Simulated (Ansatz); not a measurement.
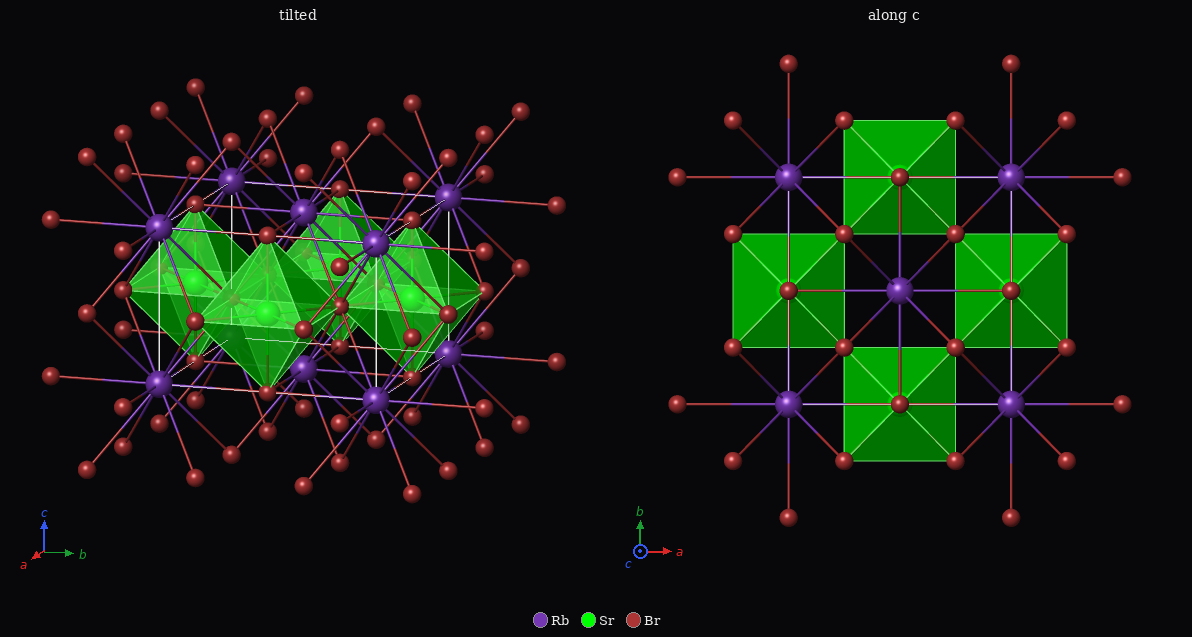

A polyhedral rendering, viewed slightly off an axis and along the c axis. The frame is the conventional unit cell; atoms at its boundary are shown with their periodic copies. Some neighbours outside the box are added.

RbSrBr₃, space group Cmmm (No. 65), a = 8.325 Å, b = 8.493 Å, c = 5.946 Å, α = 90.00°, β = 90.00°, γ = 90.00°. Origin of the cell: a structure type filled with these elements by a generator (whether the compound takes this form wasn't checked). The cell was then strained or its atoms displaced on purpose. It went into a calculation with Ansatz.

This one geometry was computed with Ansatz (DFT, plane waves, PAW) at three levels of theory: r2SCAN, HSE06 and PBE. It was relaxed with r2SCAN and then strained.

Q: How does the band gap change with the level of theory?

A: PBE: a gap of 3.91 eV, indirect; r2SCAN: a gap of 4.59 eV, indirect; HSE06: a gap of 5.04 eV, indirect.

Q: Collect the results in a table.

A:
| level | cutoff (eV) | k-mesh of the run's cell | gap (eV) | pressure (GPa) |
| --- | --- | --- | --- | --- |
| r2SCAN | 500 | 4×4×4 | 4.59 | 0.0 |
| HSE06 | 420 | 4×4×4 | 5.04 | 0.2 |
| PBE | 420 | 4×4×4 | 3.91 | 0.5 |

Gaps are taken on the k-mesh or band path of each run.
